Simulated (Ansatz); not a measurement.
System: Cl3IZr (SMILES [Cl][Zr]([Cl])([Cl])[I]).

```json
{"atom": "Cl", "x (Å)": "-0.5768", "y (Å)": "-0.1715", "z (Å)": "2.2671"}
{"atom": "Cl", "x (Å)": "1.8586", "y (Å)": "-1.3163", "z (Å)": "-0.4056"}
{"atom": "Cl", "x (Å)": "-1.8612", "y (Å)": "-1.2276", "z (Å)": "-1.1417"}
{"atom": "I", "x (Å)": "0.1059", "y (Å)": "2.3437", "z (Å)": "-0.8794"}
{"atom": "Zr", "x (Å)": "-0.1269", "y (Å)": "-0.1855", "z (Å)": "-0.0081"}
```

Geometry: PBE0-D4/def2-SVP; core potentials replace the inner electrons of I and Zr.

The calculation used isolated molecule in a Gaussian basis; Kohn-Sham density functional theory, functional PBE0 (Ansatz 0.2.0).

Predict the electron density and electron localisation function between the atoms.

Zr–Cl (2.32 Å): the density is about 0.64 e/Å³ at the midpoint; the ELF peaks at about 0.85 in the valence shell of Cl, 0.8 Å from its nucleus, and is about 0.35 at the midpoint.

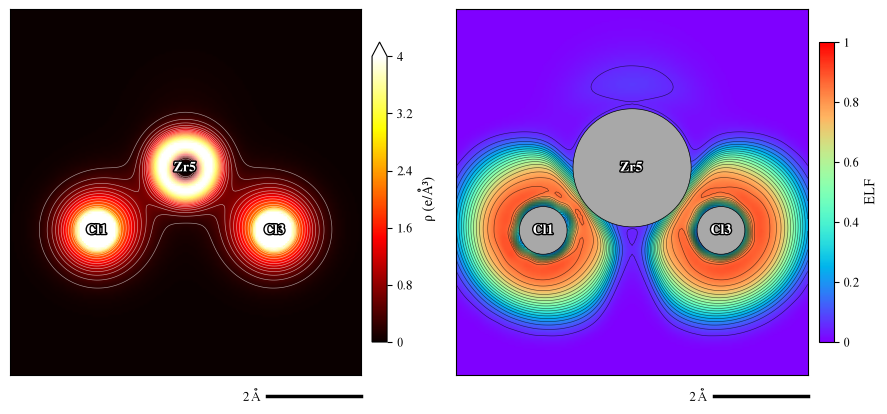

Computed electron density and electron localisation function on the plane of atoms Cl1, Zr5 and Cl3, in this order. Grey discs cover the atomic cores in the ELF map. 
